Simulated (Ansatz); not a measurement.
## Sn2Os (built on the sites of a database entry of FeSi2): phonons and vibrational spectra

How does Sn2Os (built on the sites of a database entry of FeSi2) vibrate, and is this structure a minimum?

Calculated with Ansatz 0.2.0; DFT PBEsol, scalar-relativistic, plane waves, PAW.

The structure was built from a prototype and need not be the compound's stable phase.

**1. The starting structure**

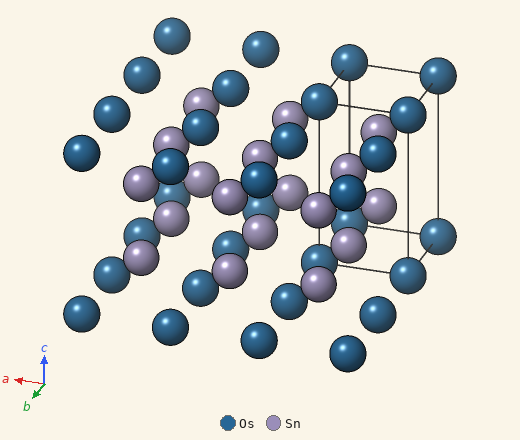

The cell as given, from a free direction (osmium blue, tin purple). 3×3×1 cells are drawn. Some periodic images of atoms are drawn too.

**2. Rough relaxation**

The start is far from rest, so a relaxation with loose tolerances brings it close first.

Input file input.yaml:

```yaml
crystal:
  lattice:
    - [3.07228, 0.0, 0.0]
    - [0.0, 3.07228, 0.0]
    - [0.0, 0.0, 5.86984]
  atoms:
    - { symbol: Os, position: [0.0, 0.0, 0.0] }
    - { symbol: Sn, position: [0.5, 0.5, 0.27] }
    - { symbol: Sn, position: [0.5, 0.5, 0.73] }
kpoints:
  mp_grid: { grid: [6, 6, 4] }
hamiltonian:
  xc: pbesol
scf:
  occupations: { method: gaussian, width: 0.1 }
output:
  forces: true
  stress: true
  eigenvalues: true
relax:
  adjacent_minimum: "off"
  f_tol: 0.05
  max_steps: 80
  cell: { stress_tol: 0.5 }
```

Started as:

```console
> ansatz run input.yaml --threads 8 --pin off --max-ram 14336MiB --backend cpu --events-out ev --progress --plain --runs-dir out
```

Numbers of over 12 decimals in the logs are rounded to 6 here.

Log:

```text
The last accepted step is kept in <dir> (removed where the run ends without a failure and the disk answers)
Engine: ansatz 0.2.0, x86_64-unknown-linux-gnu
Pseudopotentials: kind: paw
Pseudopotential: Os, paw, valence charge 16, recommended cutoff 420 eV (normal), Os.paw.azcp
Pseudopotential: Sn, paw, valence charge 14, recommended cutoff 420 eV (normal), Sn.paw.azcp
Functional definition: PBEsol
  exchange = pbesol_x
[...]
F+E_penalty+E_count = -23149.96670486 eV   max|allowed force component| = 3.530e-3 eV/Å   (the final SCF, on the basis selected at the relaxed cell)
  cell:  # Å, volume = 61.6026 Å³
    - [3.170734, 0, 0.0]
    - [0, 3.170734, 0.0]
    - [0.0, 0.0, 6.127443]
  atoms:
    - { symbol: Os, position: [0, 0, 0.0] }
    - { symbol: Sn, position: [0.500000, 0.500000, 0.267772] }
    - { symbol: Sn, position: [0.500000, 0.500000, 0.732228] }
[key lines of the parts left out:]
SCF converged after 6 iterations
Free energy (F): -23149.966705 eV
Fermi energy:    15.844246 eV
P = ⅓ Tr σ = -0.0861 GPa (-0.861 kbar)
```

Elapsed: 2.5 s, on 8 threads of Intel Xeon Platinum 8488C (Sapphire Rapids), shared host; peak memory 0.49 GiB.

Relaxation path:

```
step  energy less that of the first step (eV)  largest force component (eV/Å)  pressure (GPa)  volume (Å³)
   1                                   0.0000                          0.7625           18.36        55.40
   2                                  -0.2416                          1.1363           -4.48        62.88
   3                                  -0.2727                          0.4753           -1.27        62.98
   4                                  -0.3108                          0.0238            0.40        61.39
   5                                  -0.3113                          0.0052           -0.06        61.60
  6*                                  -0.3151                          0.0035           -0.09        61.60
```

Relaxation steps marked * repeat the geometry before them on a plane-wave basis chosen anew for their cell, so energy and pressure can jump there.

Forces are held to the 16 operations that the run works with; a distortion that breaks them can't arise in this run.

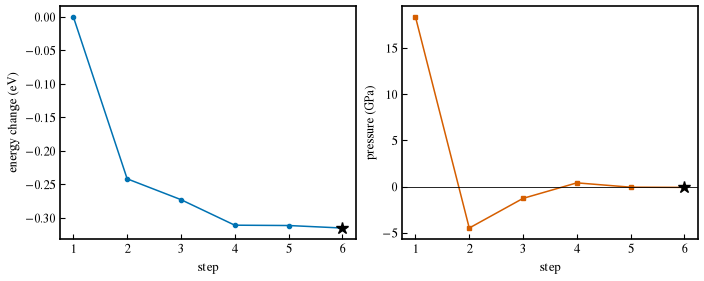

Energy and pressure along the relaxation. Stars mark steps on a basis chosen anew.

```csv
"conventional cell, symmetrised",before,after,change
a (Å),3.072,3.171,+3.2 %
b (Å),3.072,3.171,+3.2 %
c (Å),5.870,6.127,+4.4 %
volume (Å³/atom),18.47,20.53,+11.2 %
```

The atoms that moved most (Å, as changes of fractional coordinates times the final cell):

```csv
atom,dx,dy,dz,length
Sn3,0.000,0.000,0.014,0.014
Sn2,0.000,0.000,-0.014,0.014
```

Final coordinates:

```xyz
3
Lattice="3.1707 0.0000 0.0000 0.0000 3.1707 0.0000 0.0000 0.0000 6.1274" Properties=species:S:1:pos:R:3 pbc="T T T"
Os    0.0000    0.0000    0.0000
Sn    1.5854    1.5854    1.6408
Sn    1.5854    1.5854    4.4867
```

Numbers from this step:

```yaml
pressure: -0.08607 GPa
volume_per_atom: 20.53 Å³
gap_on_the_k_mesh: 0 eV
```

In this step the volume went from 18.47 to 20.53 Å³/atom.

**3. Bringing the structure to rest**

Harmonic phonons are second derivatives at a point where the forces vanish, and they are wanted at zero stress, so atoms and cell are relaxed first.

Input file input.yaml:

```yaml
crystal:
  lattice:
    - [3.1707343325, 0.0, 0.0]
    - [0.0, 3.1707343325, 0.0]
    - [0.0, 0.0, 6.1274429606]
  atoms:
    - { symbol: Os, position: [0.0, 0.0, 0.0] }
    - { symbol: Sn, position: [0.5, 0.5, 0.2677715783] }
    - { symbol: Sn, position: [0.5, 0.5, 0.7322284217] }
kpoints:
  mp_grid: { grid: [14, 14, 8] }
hamiltonian:
  xc: pbesol
scf:
  occupations: { method: gaussian, width: 0.1 }
output:
  forces: true
  stress: true
  eigenvalues: true
  write_density: true
  write_potential: true
  elf: true
  volumetric_format: npy
relax:
  adjacent_minimum: "off"
  f_tol: 0.005
  max_steps: 80
  cell: { stress_tol: 0.05 }
```

Log:

```text
[...]
Crystal: 3 atoms, lattice volume = 61.603 Å³
Basis set: ecut = 420 eV, 1221 PW (Γ), exchange–correlation on 48×48×90 points (8 copies of the dense FFT grid, shifted against one another)
Bands: 27, of which v1, the nominal top of the filled ones, is band 22 counted from 1 (21 counted from 0)
Symmetry: 16 space group operations
[...]
k-points: 180 of 1568
[...]
SCF iter   1: F=—  HF=-23149.987956 eV  |F-HF|=—  |Δ(HF+E_count)|=         —  Δρ=5.72e-3  dr2=1.89e-2  ethr=1.77e-3  ⟨swp⟩=5.7  Hψ=20797  notcnv=0
[...]
SCF iter   7: F=-23149.984658 eV  HF=-23149.984658 eV  |F-HF|=2.84e-9  |Δ(HF+E_count)|=   2.62e-8  Δρ=3.28e-6  dr2=1.35e-8  ethr=2.27e-10  ⟨swp⟩=10.1  Hψ=29175  notcnv=0
SCF 1 converged in 7 iterations: F = -23149.984658 eV  dr2 = 1.35e-8
[...]
relax step   1: F+E_penalty+E_count = -23149.98465765 eV  Δ(F+E_penalty+E_count) = +0.000e0 eV  max|allowed force component| = 2.305e-2 eV/Å  Δτ_max = 0.0000 Å  P = +0.481 GPa  Ω = 61.603 Å³  (7 SCF iters, dr2 threshold 1.00e-7 eV, accepted)
Crystal: 3 atoms, lattice volume = 62.468 Å³
[...]
SCF iter   6: F=-23149.982617 eV  HF=-23149.982617 eV  |F-HF|=3.65e-8  |Δ(HF+E_count)|=   9.26e-8  Δρ=7.13e-6  dr2=7.21e-8  ethr=6.82e-10  ⟨swp⟩=9.1  Hψ=30483  notcnv=0
SCF 2 converged in 6 iterations: F = -23149.982617 eV  dr2 = 7.21e-8
relax step   2: F+E_penalty+E_count = -23149.98261697 eV  Δ(F+E_penalty+E_count) = +2.041e-3 eV  max|allowed force component| = 8.641e-2 eV/Å  Δτ_max = 0.0118 Å  P = -0.782 GPa  Ω = 62.468 Å³  energy of the carried Pulay correction = -4.423e-4 eV  (6 SCF iters, dr2 threshold 3.00e-7 eV, rejected (line search))
Crystal: 3 atoms, lattice volume = 61.884 Å³
[...]
SCF iter   9: F=-23149.985062 eV  HF=-23149.985062 eV  |F-HF|=1.09e-11  |Δ(HF+E_count)|=  1.09e-11  Δρ=9.38e-8  dr2=6.02e-12  ethr=1.00e-12  ⟨swp⟩=6.0  Hψ=21796  notcnv=0
SCF 3 converged in 9 iterations: F = -23149.985062 eV  dr2 = 6.02e-12
relax step   3: F+E_penalty+E_count = -23149.98506248 eV  Δ(F+E_penalty+E_count) = -4.048e-4 eV  max|allowed force component| = 9.160e-3 eV/Å  Δτ_max = 0.0028 Å  P = +0.004 GPa  Ω = 61.884 Å³  energy of the carried Pulay correction = -1.444e-4 eV  (9 SCF iters, accepted)
[...]
relax step   4: F+E_penalty+E_count = -23149.98505792 eV  Δ(F+E_penalty+E_count) = +4.562e-6 eV  max|allowed force component| = 4.315e-3 eV/Å  Δτ_max = 0.0008 Å  P = +0.003 GPa  Ω = 61.902 Å³  energy of the carried Pulay correction = -1.536e-4 eV  (4 SCF iters, dr2 threshold 5.24e-9 eV, accepted)
[...]
SCF iter   5: F=-23149.985211 eV  HF=-23149.985211 eV  |F-HF|=0.00e0  |Δ(HF+E_count)|=  2.18e-11  Δρ=1.33e-7  dr2=1.98e-11  ethr=1.00e-12  ⟨swp⟩=5.3  Hψ=21757  notcnv=0
SCF 5 converged in 5 iterations: F = -23149.985211 eV  dr2 = 1.98e-11
relax step   5: F+E_penalty+E_count = -23149.98521141 eV  Δ(F+E_penalty+E_count) = -1.535e-4 eV  max|allowed force component| = 4.253e-3 eV/Å  Δτ_max = 0.0000 Å  P = +0.002 GPa  Ω = 61.902 Å³  stress off target by 3.23e-2 GPa  SCF on the basis re-selected at this cell (its energy is not comparable with the rows above)  (5 SCF iters)
[...]
SCF converged after 5 iterations
Free energy (F): -23149.985211 eV
[...]
Internal energy: -23149.981295 eV  (E = F + TS)
E sigma→0 (E₀):  -23149.983253 eV
Entropy (-TS):   -0.003916 eV (-1.305 meV/atom)
Fermi energy:    15.750744 eV
[...]
--- Forces (eV/Å), atoms counted from 1 ---
  atom   1  Os    -0.00000000     0.00000000     0.00000000
  atom   2  Sn    -0.00000000     0.00000000     0.00425333
  atom   3  Sn     0.00000000     0.00000000    -0.00425333
  max |Σ_I F_I| component: 5.20e-18 eV/Å
--- Stress (GPa, compression-positive) ---
       -0.012490       0.000000       0.000000
        0.000000      -0.012490       0.000000
        0.000000       0.000000       0.032294
  P = ⅓ Tr σ = 0.0024 GPa (0.024 kbar)
--- Band table (eV; the first three rows and the last of 180) ---
  k-point 0: bands = [... 18 lower, 13.8090, 13.8090, 14.0159, 14.9971, 18.8034, 18.8034, 19.9259, 23.8563, ... 1 higher]
  k-point 1: bands = [... 18 lower, 13.7973, 13.7973, 14.0001, 14.9971, 18.9088, 18.9088, 19.4357, 23.6072, ... 1 higher]
  k-point 2: bands = [... 18 lower, 13.7695, 13.7695, 13.9418, 14.9972, 18.4301, 19.2024, 19.2024, 22.8182, ... 1 higher]
  k-point 179: bands = [... 18 lower, 13.0058, 13.0058, 13.7621, 16.2741, 16.8730, 16.8730, 16.8748, 17.8859, ... 1 higher]
--- Relaxed structure (4 steps of the walk, 3 accepted, 1 SCFs on fresh bases) ---
[...]
cell:  # Å, volume = 61.9019 Å³
    - [3.174727, 0, 0]
    - [0, 3.174727, 0]
    - [0, 0, 6.141734]
  atoms:
    - { symbol: Os, position: [0, 0, 0] }
    - { symbol: Sn, position: [0.5, 0.5, 0.267196] }
    - { symbol: Sn, position: [0.5, 0.5, 0.732804] }
```

Wall time 8.4 s (8 threads); peak memory 0.67 GiB.

Step by step:

```
step  energy less that of the first step (eV)  largest force component (eV/Å)  pressure (GPa)  volume (Å³)
   1                                   0.0000                          0.0231            0.48        61.60
   2                                   0.0020                          0.0864           -0.78        62.47
   3                                  -0.0004                          0.0092            0.00        61.88
   4                                  -0.0004                          0.0043            0.00        61.90
  5*                                  -0.0006                          0.0043            0.00        61.90
```

Relaxation steps marked * repeat the geometry before them on a plane-wave basis chosen anew for their cell, so energy and pressure can jump there. Relaxation step 2 was tried and not accepted.

The run keeps the 16 symmetry operations that it works with, so distortions that break them were not tested.

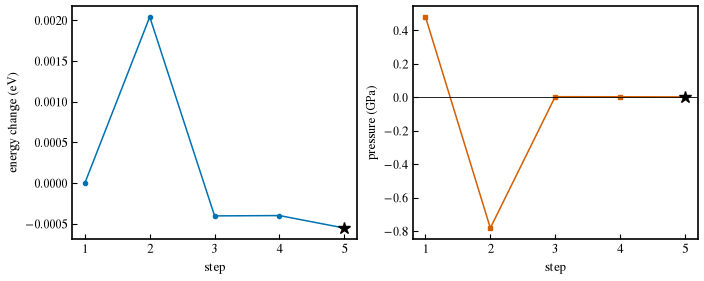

Energy and pressure along the relaxation. Stars mark steps on a basis chosen anew.

```
conventional cell, symmetrised  before  after  change
                         a (Å)   3.171  3.175  +0.1 %
                         b (Å)   3.171  3.175  +0.1 %
                         c (Å)   6.127  6.142  +0.2 %
              volume (Å³/atom)   20.53  20.63  +0.5 %
```

Final coordinates:

```xyz
3
Lattice="3.1747 0.0000 0.0000 0.0000 3.1747 0.0000 0.0000 0.0000 6.1417" Properties=species:S:1:pos:R:3 pbc="T T T"
Os    0.0000    0.0000    0.0000
Sn    1.5874    1.5874    1.6410
Sn    1.5874    1.5874    4.5007
```

This step gave:

```yaml
pressure: 0.002438 GPa
volume_per_atom: 20.63 Å³
```

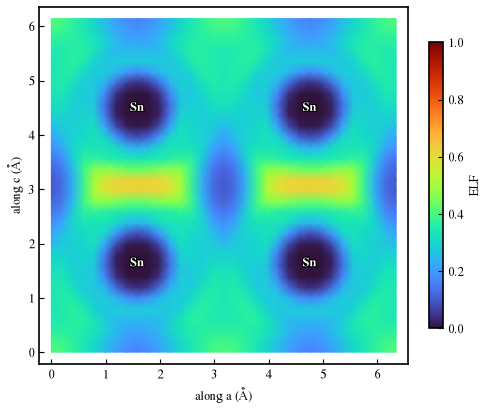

ELF in the ac plane at fractional y = 0.500, with atoms of Sn within 0.2 Å of it. It is the smooth field of the valence electrons, not physical close to the nuclei.

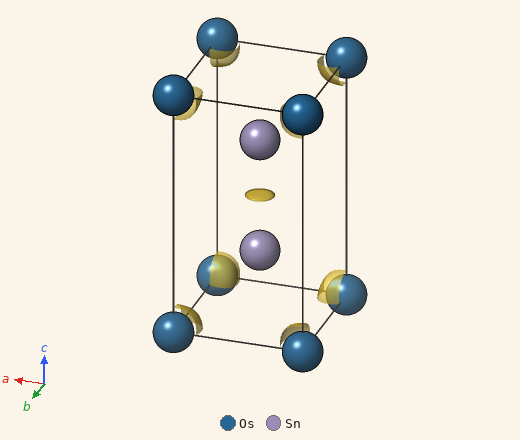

Surface of ELF = 0.64.

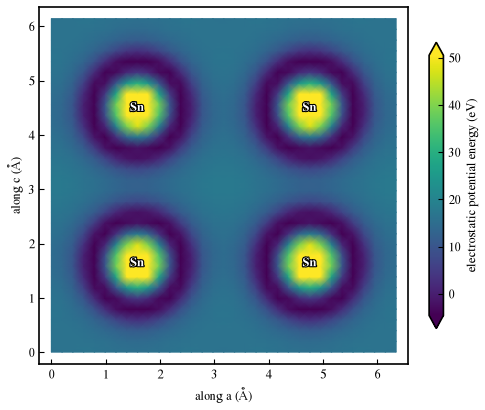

Electrostatic potential energy in the ac plane at fractional y = 0.500, with atoms of Sn within 0.2 Å of it. With pseudopotentials it is smooth inside the atoms' cores, unlike the true potential.

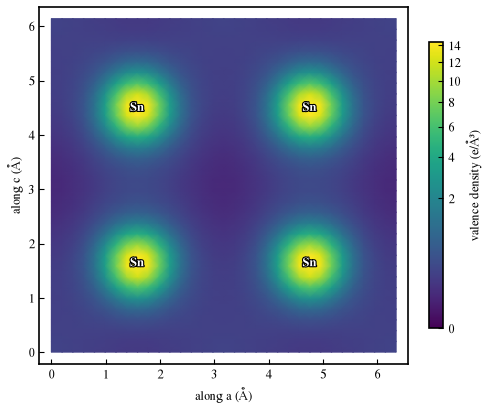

Valence density in the ac plane at fractional y = 0.500, with atoms of Sn within 0.2 Å of it. It is the smooth field of the valence electrons, not physical close to the nuclei. The colour scale is stretched toward low values.

In this step the volume went from 20.53 to 20.63 Å³/atom.

**4. Tight relaxation**

Phonons need a cell at rest on their own settings, so the relaxation is repeated with tight tolerances on forces and stress on the k mesh and occupations of the first response run.

Input file input.yaml:

```yaml
crystal:
  lattice:
    - [3.1747274416, 0.0, 0.0]
    - [0.0, 3.1747274416, 0.0]
    - [0.0, 0.0, 6.1417337362]
  atoms:
    - { symbol: Os, position: [0.0, 0.0, 0.0] }
    - { symbol: Sn, position: [0.5, 0.5, 0.2671962686] }
    - { symbol: Sn, position: [0.5, 0.5, 0.7328037314] }
kpoints:
  mp_grid: { grid: [16, 16, 8] }
hamiltonian:
  xc: pbesol
scf:
  occupations: { method: methfessel_paxton, width: 0.2 }
output:
  forces: true
  stress: true
  eigenvalues: true
relax:
  adjacent_minimum: "off"
  f_tol: 0.001
  max_steps: 60
  cell: { stress_tol: 0.01 }
```

Log:

```text
[...]
Crystal: 3 atoms, lattice volume = 61.902 Å³
Basis set: ecut = 420 eV, 1221 PW (Γ), exchange–correlation on 48×48×90 points (8 copies of the dense FFT grid, shifted against one another)
Bands: 27, of which v1, the nominal top of the filled ones, is band 22 counted from 1 (21 counted from 0)
Symmetry: 16 space group operations
[...]
k-points: 225 of 2048
[...]
k-point 224: bands = [... 18 lower, 13.0318, 13.0318, 13.7834, 16.3028, 16.8871, 16.8871, 16.9036, 17.9062, ... 1 higher]
--- Relaxed structure (4 steps of the walk, 3 accepted, 1 SCFs on fresh bases) ---
[...]
cell:  # Å, volume = 61.8303 Å³
    - [3.172701, 0.0, 0.0]
    - [0.0, 3.172701, 0.0]
    - [0.0, 0.0, 6.142474]
  atoms:
    - { symbol: Os, position: [0, 0, 0.0] }
    - { symbol: Sn, position: [0.5, 0.5, 0.267488] }
    - { symbol: Sn, position: [0.5, 0.5, 0.732512] }
[key lines of the parts left out:]
SCF converged after 6 iterations
Free energy (F): -23149.981827 eV
Fermi energy:    15.774528 eV
P = ⅓ Tr σ = -0.0025 GPa (-0.025 kbar)
```

Wall time 9.7 s (8 threads); peak memory 0.71 GiB.

Little changed from the start: no atom moved by 0.005 Å and no cell edge by 0.1 %.

Numbers from this step:

```yaml
pressure: -0.002537 GPa
volume_per_atom: 20.61 Å³
```

The largest force component left is 0.24 meV/Å and the pressure is -0.003 GPa, within the tolerances set. The cell now holds 20.61 Å³/atom.

**5. Linear response at the zone centre**

The zone centre comes first: it holds the modes that light can see, as far as symmetry allows. No field response is asked, since the mesh shows no gap.

input.yaml, the sections that differ from step 4:

```yaml
crystal:
  lattice:
    - [3.1727012468, 0.0, 0.0]
    - [0.0, 3.1727012468, 0.0]
    - [0.0, 0.0, 6.1424740199]
  atoms:
    - { symbol: Os, position: [0.0, 0.0, 0.0] }
    - { symbol: Sn, position: [0.5, 0.5, 0.2674884508] }
    - { symbol: Sn, position: [0.5, 0.5, 0.7325115492] }
output:
  eigenvalues: true
phonons:
  method: dfpt
# kpoints, hamiltonian, scf: as in step 4
# relax: removed
```

Log:

```text
zone centre: on kpoints.mp_grid the ground state, and the responses unless they are solved on pairs of k-points, stand on 405 of the mesh's 2048 k-points, reduced under 4 symmetry operations, with k and −k counted as one. Each operation leaves every solved displacement unchanged or reverses it
[...]
Crystal: 3 atoms, lattice volume = 61.830 Å³
Basis set: ecut = 420 eV, 1221 PW (Γ), exchange–correlation on 48×48×90 points (8 copies of the dense FFT grid, shifted against one another)
Bands: 27, of which v1, the nominal top of the filled ones, is band 22 counted from 1 (21 counted from 0)
Symmetry: 16 space group operations
k-points: 405 of 2048 (irreducible under 4 space group operations, time reversal used)
[...]
SCF iter   1: F=—  HF=-23149.985405 eV  |F-HF|=—  |Δ(HF+E_count)|=         —  Δρ=5.79e-3  dr2=2.01e-2  ethr=1.77e-3  ⟨swp⟩=5.5  Hψ=45808  notcnv=0
[...]
SCF iter  10: F=-23149.981827 eV  HF=-23149.981827 eV  |F-HF|=3.64e-12  |Δ(HF+E_count)|=  1.09e-11  S|Δr|=    0.00e0  Δρ=5.56e-8  dr2=3.95e-12  ethr=1.00e-12  ⟨swp⟩=6.7  Hψ=48984  notcnv=0
SCF 1 converged in 10 iterations: F = -23149.981827 eV  dr2 = 3.95e-12
[...]
DFPT response loops at Γ: preconditioner auto → Kerker (q_TF=auto, 2.578 Å⁻¹) (partly filled bands, converged f_vac=0.006); β = 1.00, the filter's whole step (`scf.mixing.beta` (0.50) is not read by the response loops under this deck's `scf.mixing.preconditioner`; to damp them name `kerker` or `kerker_dos`, under which they read `scf.mixing.beta`, and type it under 1.00, their step now; both keys bind the ground state too); Broyden in place of MSR1
SCF converged after 10 iterations
[...]
Free energy (F): -23149.981827 eV
[...]
Internal energy: -23149.985735 eV  (E = F + TS)
E sigma→0 (E₀):  -23149.982804 eV
Entropy (-TS):   0.003908 eV (1.303 meV/atom)
Fermi energy:    15.774528 eV
[...]
--- Band table (eV; the first three rows and the last of 405) ---
  k-point 0: bands = [... 18 lower, 13.8347, 13.8347, 14.0305, 15.0253, 18.8362, 18.8362, 19.9404, 23.8907, ... 1 higher]
  k-point 1: bands = [... 18 lower, 13.8229, 13.8229, 14.0141, 15.0253, 18.9420, 18.9420, 19.4510, 23.6333, ... 1 higher]
  k-point 2: bands = [... 18 lower, 13.7951, 13.7951, 13.9541, 15.0255, 18.4470, 19.2367, 19.2367, 22.8475, ... 1 higher]
  k-point 404: bands = [... 18 lower, 13.0318, 13.0318, 13.7834, 16.3028, 16.8871, 16.8871, 16.9036, 17.9062, ... 1 higher]
--- Phonons (Γ-DFPT): 4 representative perturbations + reference, on 405 of 2048 k-points (Σ response iterations 12) ---
  k mesh reduced under 4 symmetry operations, with k and −k counted as one. Each operation leaves every solved displacement unchanged or reverses it
  ASR residual: 4.318e-5 → 0.000e0 eV/Å²; symmetrization residual: 3.154e-5 eV/Å²
  ASR residual per site (eV/Å²): 2.14e-5 4.32e-5 4.32e-5
  Γ frequencies (cm⁻¹): 0.00 0.00 0.00 87.59 87.59 115.35 115.35 156.04 220.85
  non-analytic LO–TO correction: not included (Born effective charges unavailable; polar crystals: no LO–TO splitting at Γ)
```

It took 33 s on 8 threads; peak memory 2.4 GiB; 3.6 min of CPU time.

Reading the cycles: dr2 is the Hartree energy of the density residual (eV), the measure of convergence; HF is the Harris–Foulkes estimate of the energy, which meets the free energy F at convergence.

This step gave:

| Item | Value |
| --- | --- |
| sum-rule residual before enforcement | 4.32e-5 eV/Å² |
| point group | 4/mmm |
| highest optical mode at the zone centre (no LO-TO term) | 220.8 cm⁻¹ |
| lowest optical zone-centre mode | 87.59 cm⁻¹ |

Patterns of degenerate modes are one choice out of their space. The modes at Γ (shares of kinetic energy by element, %):

```csv
mode,frequency (cm⁻¹),symmetry,Os %,Sn %
1,0.0,acoustic,44,56
2,0.0,acoustic,44,56
3,0.0,acoustic,44,56
4,87.6,Eg,0,100
5,87.6,Eg,0,100
6,115.3,Eu,56,44
7,115.3,Eu,56,44
8,156.0,A2u,56,44
9,220.8,A1g,0,100
```

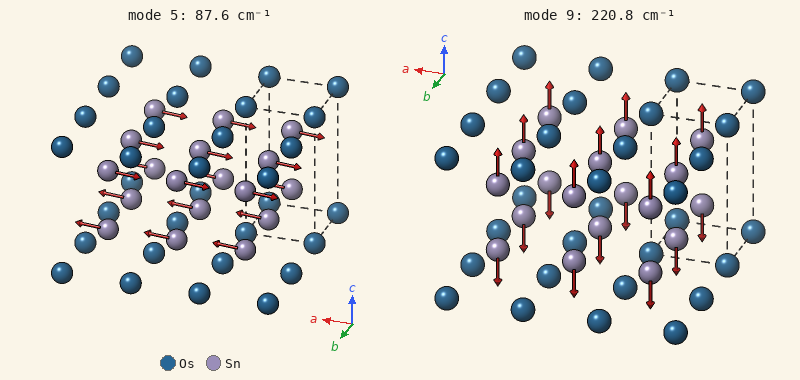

Displacement patterns of modes 5 and 9 at Γ; arrows are exaggerated. 3×3×1 cells are drawn. Some periodic images of atoms are drawn too.

Before it was imposed, the acoustic sum rule was missed by 4.3e-5 eV/Å². Small misses are needed for a sound result but don't prove that mesh and cutoff are converged. The lowest optical mode is real, 87.6 cm⁻¹.

[end of part 1 of 2]

[Logs are printed without paths, hosts, clocks, repeated set-up lines and the standing remarks that a program may print on its own settings, such as how far it seeks lower states.]

[Hosts, paths, dates, database ids (printed as entryN), source tags and the programs' standing remarks are cut or masked in the printed files.]
